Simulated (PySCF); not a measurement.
**NMR shielding calculation, with input and output: C₂H₈O₃Si₂**

The run: NMR shielding calculation of C₂H₈O₃Si₂, SMILES O=C(CO[SiH3])O[SiH3]. Method and program: GIAO PBE0/pcSseg-1 NMR shielding, non-relativistic, gas phase (PySCF 2.14.0).

The geometry comes from this level: GFN2-xTB, MD frame at 1000 fs, 300 K. It belongs to a series of runs on one base structure; here: MD frame at 1000 fs, 300 K. Figures and captions count atoms from 1; the log counts them from 0 in places.

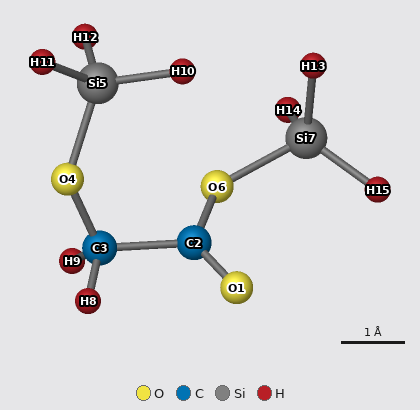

Figure 1. The input geometry (ball-and-stick view, seen at a tilt; atoms are numbered from 1 in the order of the input).

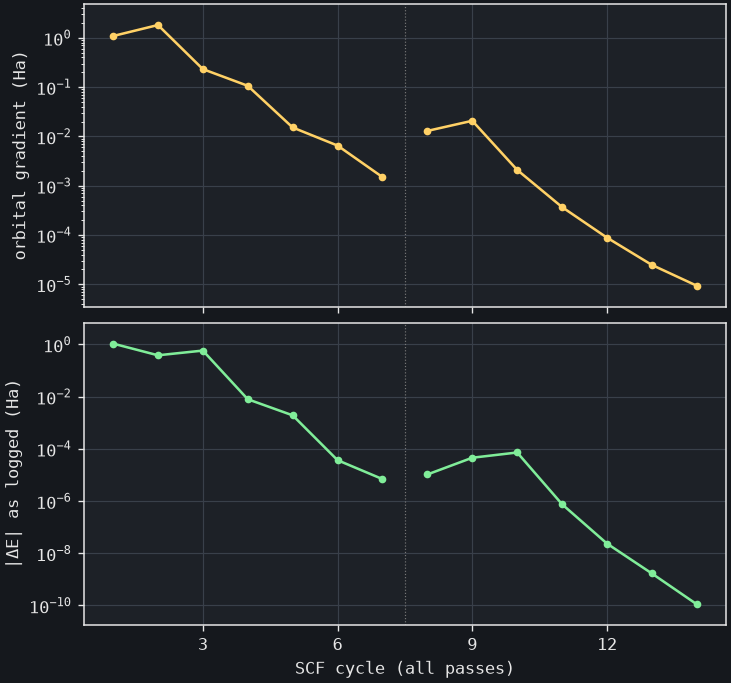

Figure 2. Convergence of the self-consistent field: orbital gradient and size of the energy change against the SCF cycle. The dotted line marks the change from a coarse to the final integration grid. The first 7 cycles use a coarse grid, the final grid takes over at cycle 8, and the field converges after 14 cycles in all.

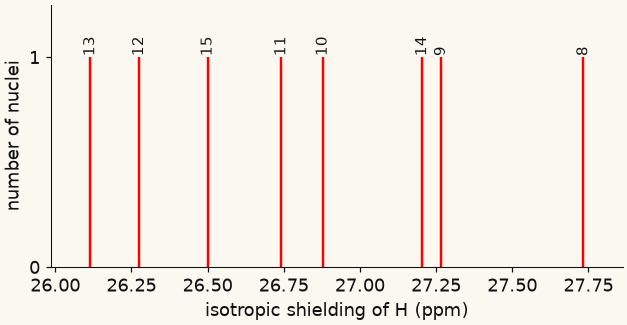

Figure 3. Isotropic shieldings of the hydrogen nuclei in this fixed geometry, labelled by atom number; shielding grows to the right, so chemical shift grows to the left. The least shielded is H13 (26.1 ppm), the most shielded H8 (27.7 ppm).

The input that produced these results follows, with the program's output.

Input
```
{"job": {"kind": "nmr", "xc": "PBE0", "basis": "pcSseg-1", "pop": false}, "charge": 0, "multiplicity": 1}
O     -0.318200    -0.804400     1.846700
C     -0.343700    -0.584300     0.691800
C     -1.618300    -0.050500     0.037600
O     -1.461300     1.243400    -0.390800
Si    -0.182900     2.147300    -0.841500
O      0.616900    -0.804500    -0.204700
Si     2.269700    -1.053500    -0.115900
H     -2.363800    -0.064600     0.809900
H     -1.953400    -0.741500    -0.746600
H      0.947900     2.143800     0.069200
H     -0.843700     3.439400    -0.735900
H      0.282000     1.748500    -2.209300
H      2.913600     0.303000    -0.030800
H      2.491200    -1.631400    -1.404100
H      2.650800    -1.753500     1.082900
```

The first line tells a small driver script what to run in PySCF; the rest is the geometry in Å.

Command:
```bash
OMP_NUM_THREADS=1 python <driver script> task.json out
```

What the program printed
```
coarse grid: 13640 points
cycle   1  E = -884.8074712709  dE =  1.072e+00  |g| = 1.084e+00  |ddm| = 3.471e+00
cycle   2  E = -884.4259387735  dE =  3.815e-01  |g| = 1.812e+00  |ddm| = 1.846e+00
cycle   3  E = -885.0043242295  dE = -5.784e-01  |g| = 2.311e-01  |ddm| = 1.275e+00
cycle   4  E = -885.0122283596  dE = -7.904e-03  |g| = 1.060e-01  |ddm| = 1.971e-01
cycle   5  E = -885.0141383626  dE = -1.910e-03  |g| = 1.514e-02  |ddm| = 6.756e-02
cycle   6  E = -885.0141748856  dE = -3.652e-05  |g| = 6.504e-03  |ddm| = 1.477e-02
cycle   7  E = -885.0141817796  dE = -6.894e-06  |g| = 1.493e-03  |ddm| = 4.579e-03
final grid: 122872 points
cycle   8  E = -885.0850017704  dE = -1.037e-05  |g| = 1.290e-02  |ddm| = 1.987e-02
cycle   9  E = -885.0849564152  dE =  4.536e-05  |g| = 2.071e-02  |ddm| = 1.827e-02
cycle  10  E = -885.0850284337  dE = -7.202e-05  |g| = 2.087e-03  |ddm| = 1.188e-02
cycle  11  E = -885.0850291826  dE = -7.490e-07  |g| = 3.678e-04  |ddm| = 1.360e-03
cycle  12  E = -885.0850292060  dE = -2.333e-08  |g| = 8.825e-05  |ddm| = 3.049e-04
cycle  13  E = -885.0850292076  dE = -1.668e-09  |g| = 2.468e-05  |ddm| = 9.338e-05
cycle  14  E = -885.0850292078  dE = -1.100e-10  |g| = 9.349e-06  |ddm| = 2.338e-05
converged SCF energy = -885.0850292078

GIAO shielding tensors (ppm)
atom      isotropic    diamagn.    paramagn.     s11        s22        s33       span
  0 O     -126.878     402.621    -529.499   -412.271   -239.792    271.428    683.699
  1 C       18.152     251.668    -233.516    -85.463     65.011     74.907    160.371
  2 C      115.240     243.077    -127.838     96.613    110.564    138.543     41.930
  3 O      342.212     393.515     -51.303    284.470    343.691    398.474    114.004
  4 Si     388.015     879.405    -491.390    345.726    354.058    464.262    118.536
  5 O      179.697     403.629    -223.932     54.475    215.485    269.130    214.655
  6 Si     393.383     880.361    -486.978    358.510    366.502    455.137     96.627
  7 H       27.733      29.368      -1.635     23.881     26.967     32.352      8.471
  8 H       27.266      28.758      -1.492     24.897     26.078     30.822      5.925
  9 H       26.878      31.674      -4.797     23.862     26.618     30.153      6.290
 10 H       26.742      28.930      -2.188     22.782     25.158     32.285      9.502
 11 H       26.275      29.544      -3.270     23.696     24.289     30.840      7.144
 12 H       26.115      29.703      -3.589     22.478     25.877     29.989      7.510
 13 H       27.204      29.970      -2.766     23.622     25.695     32.295      8.674
 14 H       26.500      29.351      -2.851     23.293     25.009     31.198      7.905
```

Summary

| quantity | value |
| --- | --- |
| outcome | converged |
| total energy | −885.085029 hartree |
| HOMO | −7.86 eV |
| LUMO | −0.44 eV |
| dipole moment | 2.52 D |
| isotropic shielding, O | −126.9 to 342.2 ppm |
| isotropic shielding, C | 18.2 to 115.2 ppm |
| isotropic shielding, Si | 388.0 to 393.4 ppm |
| isotropic shielding, H | 26.1 to 27.7 ppm |
| hardware | 1 CPU thread, shared host |
| wall time | 36 s |
| peak memory | 0.82 GiB |
